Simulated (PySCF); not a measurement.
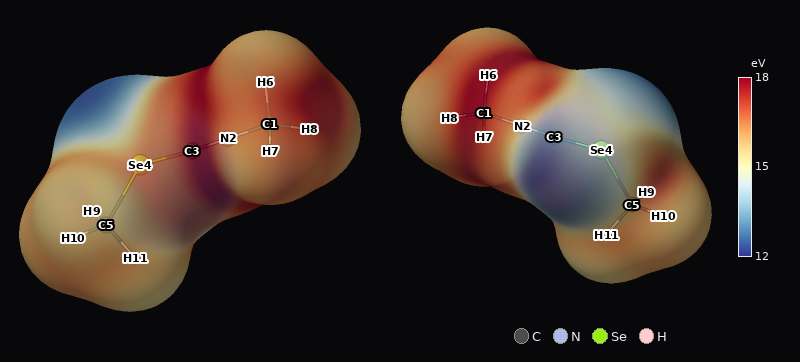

Figure. C$_{3}$H$_{6}$NSe, charge +1, SMILES `C[N+]#C[Se]C`. Average local ionisation energy on the surface of electron density 0.001 a.u. (back view left, front view right).

Level of theory: LDA (SVWN)/def2-SVPD (PySCF), at a geometry from GFN2-xTB. No frequency check shows the geometry to be a minimum. GFN2-xTB bond lengths at metals and heavier atoms can be off by up to 0.1 Å and shapes distorted, which carries into these values.

Q: Where are the most loosely bound electrons on this surface?

A: The lowest value is 12.4 eV, 2.3 Å from Se4, and at like points elsewhere. Further minima include 15.3 eV, 1.3 Å from H9. For comparison, the highest occupied orbital lies at −11.4 eV.

Run time: 20 s on 1 thread of Arm Neoverse V2, with other jobs on the host, peak memory 0.32 GiB.
